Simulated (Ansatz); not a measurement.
Consider B6Br.

```yaml
crystal:
  lattice:
    - [4.03981, 0.00000, 0.00000]
    - [0.00000, 4.03981, 0.00000]
    - [0.00000, 0.00000, 4.03981]
  atoms:
    - { symbol: B, position: [0.50000, 0.00000, 0.50000] }
    - { symbol: B, position: [0.50000, 0.50000, 0.00000] }
    - { symbol: B, position: [0.00000, 0.50000, 0.50000] }
    - { symbol: B, position: [0.00000, 0.50000, 0.00000] }
    - { symbol: B, position: [0.00000, 0.00000, 0.50000] }
    - { symbol: B, position: [0.50000, 0.00000, 0.00000] }
    - { symbol: Br, position: [0.50000, 0.50000, 0.50000] }
```

Space group Pm-3m; a structure generated by program, which may or may not match a known phase; computed without spin polarisation.

Level of theory: Ansatz 0.2.0, DFT PBE, scalar-relativistic, plane waves, PAW.

Question: Predict the valence pseudo-density and electron localisation function between the atoms.

Answer: B–Br (2.02 Å): the density is about 0.88 e/Å³ at the midpoint; the ELF peaks at about 0.90 between the atoms.
Bader's partition of the density gives B +0.02 to +0.17 and Br −0.57 e.

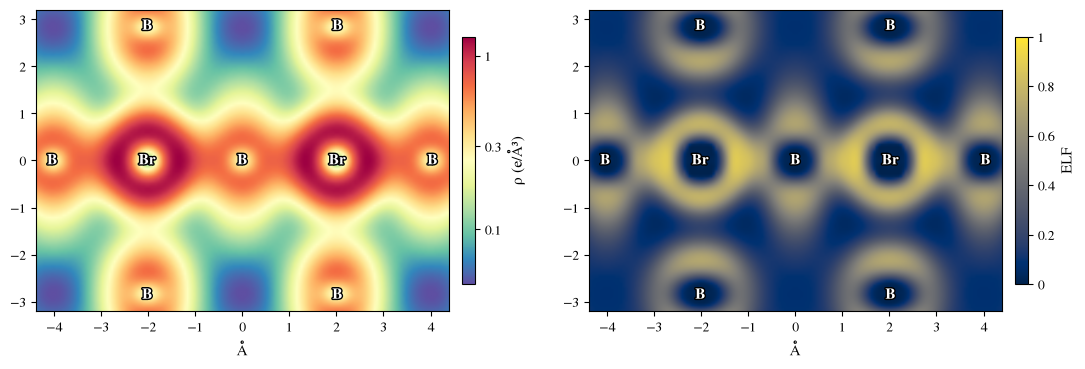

Computed valence pseudo-density and electron localisation function on the (101) plane of the conventional cell, in this order. 

In a PAW calculation such maps are meaningful between the atoms, not at the nuclei.
